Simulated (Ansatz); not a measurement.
**Cl5Ta (SMILES Cl[Ta](Cl)(Cl)(Cl)Cl): density, localisation and related maps**

Input

```
crystal:
  periodic: [false, false, false]
  atoms:
    - symbol: Cl
      position_ang: [-0.945870, -1.732280, 1.129070]
    - symbol: Ta
      position_ang: [-0.000010, 0.000020, -0.000000]
    - symbol: Cl
      position_ang: [0.088620, -1.299730, -1.919800]
    - symbol: Cl
      position_ang: [-0.088890, 1.299790, 1.919770]
    - symbol: Cl
      position_ang: [2.262070, 0.225440, -0.048090]
    - symbol: Cl
      position_ang: [-1.315920, 1.506750, -1.080940]
basis:
  gaussian: {orbitals: def2-mTZVPP, fitting: {mean_field: x2c-jfit}}
hamiltonian: {xc: {name: RPBE, exx: 0.15}}
accuracy: high
output: {forces: true, orbitals: {seedname: orbitals}}
```

Launched as:

```sh
ansatz run in.yaml --threads 1 --pin off --max-ram 3480MiB --events-out events.jsonl --progress --plain --runs-dir runs
```

Geometry: PBE0-D4/def2-TZVP; core potentials replace the inner electrons of Ta.

Method: isolated molecule in a Gaussian basis; Kohn-Sham density functional theory, functional RPBE (Ansatz 0.2.0).

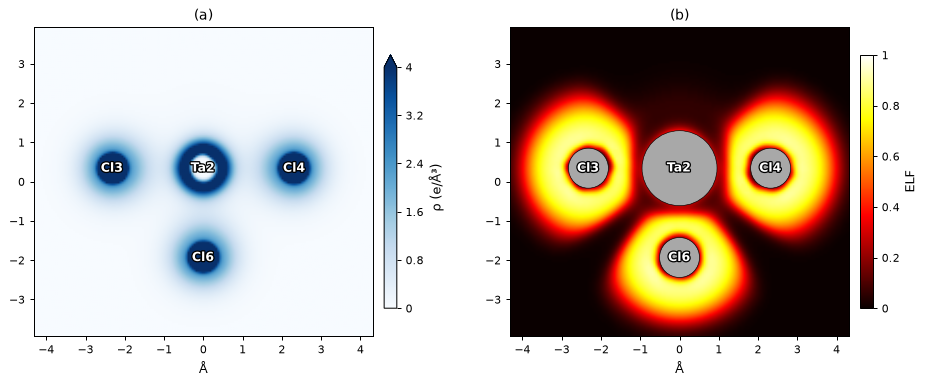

Figure 1. (a) electron density; (b) electron localisation function on the plane of atoms Cl3, Ta2 and Cl6. Grey discs cover the atomic cores in the ELF map.

Read the bonding off the picture.

Atoms in the plane: Ta and Cl.
Ta–Cl (2.27 Å): ρ is about 0.71 e/Å³ halfway; the ELF peaks at about 0.85 in the valence shell of Cl, 0.8 Å from its nucleus, and is about 0.40 at the midpoint.
Ta–Cl (2.32 Å): ρ at the midpoint is about 0.65 e/Å³; the ELF peaks at about 0.85 in the valence shell of Cl, 0.8 Å from its nucleus, and is about 0.35 at the midpoint.

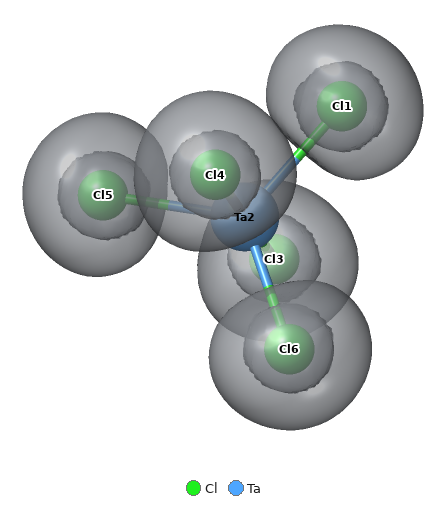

Figure 2. Isosurface of the electron localisation function at 0.75 (grey), seen at an oblique angle. Only the valence region is drawn (cores and ρ < 0.01 e/Å³ removed).

Identify the bonds, lone pairs and shells in this picture.

At this value the surface marks out five regions wrapped around Cl (the valence shell of each).

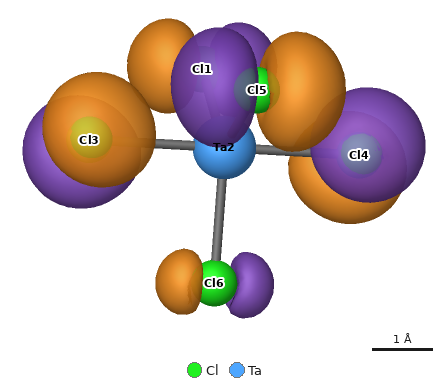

Figure 3. The HOMO at ±0.1 Å⁻³ᐟ² (orange and purple are the two phases), seen at a tilt.

What is the character of this orbital?

It lies mainly on Cl5 (about 30 %), Cl3 (about 25 %), Cl4 (about 25 %), Cl1 (about 10 %) and Cl6 (about 10 %); largely a combination of lone pairs on Cl5, Cl3, Cl4, Cl1 and Cl6. It is one of a degenerate set, so its orientation is arbitrary. Its energy is −8.58 eV.
